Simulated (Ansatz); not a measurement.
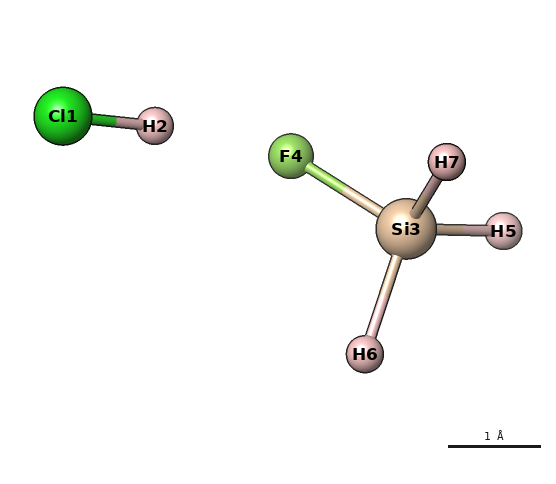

Figure made from data computed with Ansatz.

Geometry: a pair of rigid molecules at a changed separation.

Which hydrogen bonds does the structure hold? Count O, N, F, S and Cl donors.

| D–H···A | D–H (Å) | H···A (Å) | angle (°) | kind |
| --- | --- | --- | --- | --- |
| Cl1–H2···F4 | 1.28 | 1.70 | 167 | intermolecular |
